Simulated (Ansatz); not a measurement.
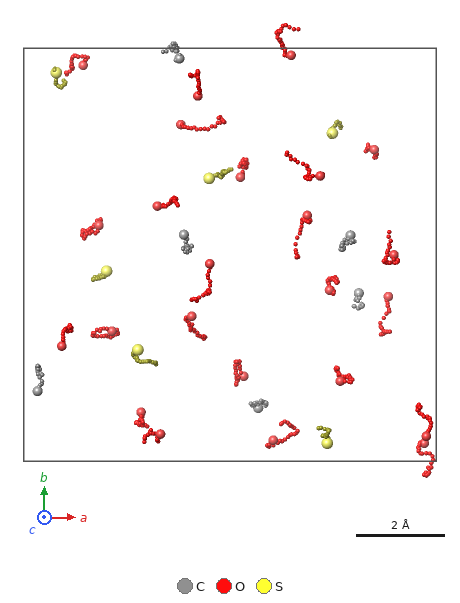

Molecular dynamics of a periodic cell with 6 CO2 + 6 SO2 at 1.282 g/cm³, 300 fs long. Dots mark each atom's position at evenly spaced times, in the colour of its element; spheres stand at the starting positions. Seen along the c axis in the simulation cell.

Theory: DFT PBE, scalar-relativistic, plane waves, PAW (Ansatz 0.2.0). Run with plane-wave cutoff 420 eV; k-point mesh 1 × 1 × 1; Fermi-Dirac smearing 0.02 eV; Langevin thermostat (NVT); set temperature 300 K; time step 1 fs; friction 0.02 per fs.

The input:
```yaml
crystal:
  lattice:
    - [9.435388, 0.0, 0.0]
    - [0.0, 9.435388, 0.0]
    - [0.0, 0.0, 9.435388]
  atoms:
    - { symbol: C, position: [0.03409807, 0.1700139, 0.84906293] }
    - { symbol: O, position: [0.09255527, 0.27907833, 0.84263437] }
    - { symbol: O, position: [-0.02449599, 0.06064474, 0.85482926] }
    - { symbol: C, position: [0.37752882, -0.02444366, 0.87314293] }
    - { symbol: O, position: [0.33173833, 0.06607251, 0.80189156] }
    - { symbol: O, position: [0.42213359, -0.11507913, 0.94498995] }
    - { symbol: C, position: [0.38830437, 0.54883757, 0.79913648] }
    - { symbol: O, position: [0.45100223, 0.47867145, 0.88038773] }
    - { symbol: O, position: [0.32404456, 0.6182168, 0.71855015] }
    - { symbol: C, position: [0.79182831, 0.54740638, 0.65806892] }
    - { symbol: O, position: [0.68708711, 0.59552746, 0.61045084] }
    - { symbol: O, position: [0.89708095, 0.50030343, 0.70461939] }
    - { symbol: C, position: [0.56840234, 0.12889933, 0.19104846] }
    - { symbol: O, position: [0.60488828, 0.05132523, 0.28048704] }
    - { symbol: O, position: [0.53336629, 0.20590182, 0.10045656] }
    - { symbol: C, position: [0.81208565, 0.4072957, 0.20575342] }
    - { symbol: O, position: [0.74103197, 0.4145976, 0.30705242] }
    - { symbol: O, position: [0.88352263, 0.39905198, 0.10440557] }
    - { symbol: S, position: [0.44939422, 0.68518575, 0.37739807] }
    - { symbol: O, position: [0.52523982, 0.68814234, 0.24173039] }
    - { symbol: O, position: [0.38090876, 0.8156051, 0.42363924] }
    - { symbol: S, position: [0.07937593, 0.94145824, 0.28527701] }
    - { symbol: O, position: [0.14420045, 0.95914889, 0.14659455] }
    - { symbol: O, position: [-0.02957143, 1.04361193, 0.32673993] }
    - { symbol: S, position: [0.73562388, 0.04374731, 0.59952448] }
    - { symbol: O, position: [0.7670593, 0.19420613, 0.60506182] }
    - { symbol: O, position: [0.6479978, -0.01658139, 0.71088933] }
    - { symbol: S, position: [0.20101702, 0.46056765, 0.12512057] }
    - { symbol: O, position: [0.18258525, 0.57143176, 0.23231841] }
    - { symbol: O, position: [0.21415644, 0.3152425, 0.17761] }
    - { symbol: S, position: [0.74812696, 0.7947145, 0.04389195] }
    - { symbol: O, position: [0.71853586, 0.69111038, -0.06636287] }
    - { symbol: O, position: [0.84956106, 0.75486841, 0.15373064] }
    - { symbol: S, position: [0.27704765, 0.26998491, 0.49399084] }
    - { symbol: O, position: [0.40749494, 0.35127793, 0.48559706] }
    - { symbol: O, position: [0.28459482, 0.11893253, 0.46555951] }
basis:
  ecutwfc: 420.0
kpoints:
  mp_grid: { grid: [1, 1, 1] }
hamiltonian:
  xc: pbe
scf:
  occupations: { method: fermi_dirac, width: 0.02 }
  lower_state_search: "off"
md:
  timestep: 1
  n_steps: 300
  ensemble: nvt_langevin
  temperature: 300.0
  initial_velocities: maxwell_boltzmann
  seed: 824348
  friction: 0.02
```

Command:
```bash
ansatz run input.yaml --threads 2 --pin off --max-ram 5120MiB --backend cpu --events-out ev --progress --plain --runs-dir out
```

Q: Describe the motion.

A: Root-mean-square distances from the starting positions over the second half, with the common drift of all atoms taken out: O 0.63 Å, S 0.42 Å, C 0.39 Å. The heavy atoms stay within a fraction of a molecule's size of their starting places; so short a run doesn't tell a liquid from a solid. The mean temperature in the second half is 291 K (standard deviation 32 K). The potential energy is still drifting at the end, so the run hasn't reached equilibrium. The potential energy in the second half lies on average 24.6 meV per atom above the first frame.

The run took 19 min on 2 threads of Arm Neoverse V1, on a shared host, peak memory 0.75 GiB.
